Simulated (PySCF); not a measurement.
# Al₂: from the state search to spectroscopic constants

One job finds the state of Al₂, follows it along the bond with each method and fits the curves.

The runs use PySCF 2.14.0; Al 6-311G(d,p), no relativity.

## (1) Set-up

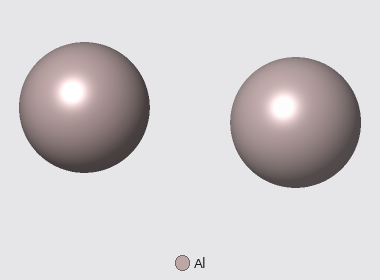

The two atoms at the starting distance (aluminium light grey).

The job is set up so:

```
atoms                         : Al, Al
charge                        : 0
basis                         : Al 6-311G(d,p)
Hamiltonian                   : no relativity
basis functions               : 52
electrons treated             : 26
masses in u                   : 26.9815, 26.9815
levels                        : PBE0, PBE, r²SCAN, B3LYP, TPSSh, BHandHLYP, LC-ωPBE, HF, MP2, SCS-MP2, CCSD, CCSD(T)
grid                          : 80 radial by 434 angular points
occupations                   : held fixed by the projection of orbital angular momentum
dissociation limit            : Al + Al, each in its ground configuration
starting distance in angstrom : 2.390
values of 2S to try           : 0, 2
```

Command:

```console
$ OMP_NUM_THREADS=1 python dia.py task.json out
```

Further steps of the session: PBE0 along the bond; Other states along the same grid; PBE (GGA); r²SCAN; B3LYP (global hybrid GGA); TPSSh (hybrid meta-GGA); BHandHLYP (global hybrid GGA); LC-ωPBE (range-separated hybrid); UHF (mean field); Correlated methods on the Hartree–Fock reference.

**Question.** What will these runs give? Wanted: for each run, Re; ωe; De.

As calculated:

Lowest PBE0 solution found, without spin–orbit coupling: ³Πu (triplet), unpaired electrons σ ↑, π ↑. State 2 has its PBE0 minimum 0.05 eV higher. State 3 has its PBE0 minimum 0.12 eV higher, as a spin-mixed determinant (⟨S²⟩ = 1.03), so this is no gap between pure states. State 4 has its PBE0 minimum 0.24 eV higher, as a spin-mixed determinant (⟨S²⟩ = 1.01), so this is no gap between pure states. The other levels ran on the lowest alone.

| level | Re (Å) | ωe (cm⁻¹) | De (eV) |
| --- | --- | --- | --- |
| UHF | 2.764 | 267.7 | 0.73 |
| UHF-MP2 | 2.705 | 289.3 | 1.15 |
| UHF-SCS-MP2 | 2.700 | 293.3 | 1.04 |
| UHF-CCSD | 2.708 | 283.1 | 1.14 |
| UHF-CCSD(T) | 2.705 | 283.6 | 1.23 |
| PBE | 2.769 | 253.0 | 1.58 |
| r²SCAN | 2.746 | 264.9 | 1.58 |
| TPSSh | 2.739 | 265.3 | 1.45 |
| B3LYP | 2.765 | 251.6 | 1.29 |
| PBE0 | 2.739 | 268.5 | 1.48 |
| BHandHLYP | 2.735 | 268.4 | 1.16 |
| LC-ωPBE | 2.681 | 298.7 | 1.25 |

De is counted to Al + Al in their ground configurations.

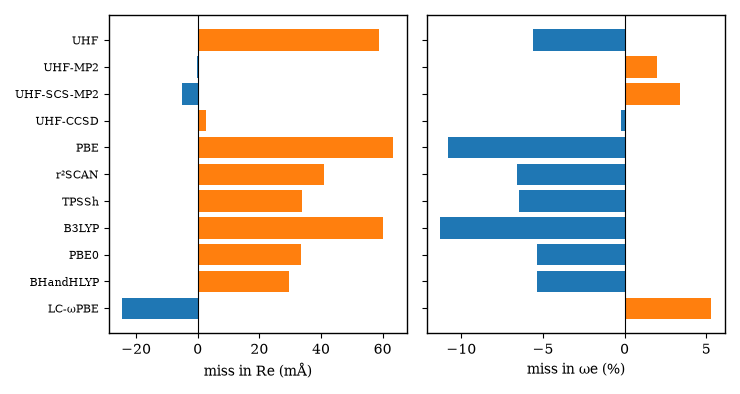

How far each level lies from CCSD(T) in the same basis.

Against CCSD(T) in the same basis, the bond length is nearest at UHF-MP2 (0 mÅ) and farthest at PBE (+63 mÅ); the wavenumber is nearest at UHF-CCSD (-0.2 %) and farthest at B3LYP (-11.3 %). CCSD(T) in a basis this small is itself some way from its limit, more so than the functionals. Among the levels with a De in the table, it runs from 0.73 eV (UHF) to 1.58 eV (PBE).

Correlated steps freeze 10 core orbitals.
